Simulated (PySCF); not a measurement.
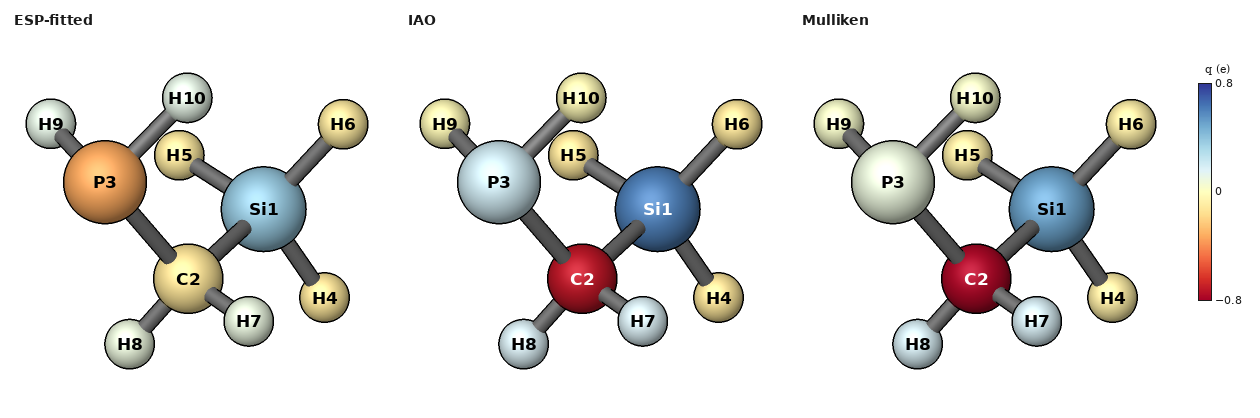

Atomic charges of one calculation by 3 schemes, on one colour scale. Computed geometry: GFN2-xTB optimisation. No frequency run is at hand to confirm it as a minimum. Level of theory: PBE0/pcSseg-1 (PySCF 2.14.0).

> On which atom do the schemes disagree most?

On C2 (from −0.77 to −0.13 e).

List the charges (e), one line for each set of equivalent atoms.

```csv
atom,ESP-fitted,IAO,Mulliken
Si1,0.37,0.60,0.50
C2,−0.13,−0.72,−0.77
P3,−0.33,0.20,0.09
H4,−0.12,−0.12,−0.09
"H5, H6",−0.10,−0.12,−0.08
"H7, H8",0.09,0.16,0.18
"H9, H10",0.12,−0.03,0.04
```

The geometry is semi-empirical. Around P, Si such bond lengths and angles can be off by a tenth of an ångström or more and by several degrees, and values that hang on the shape move with them.
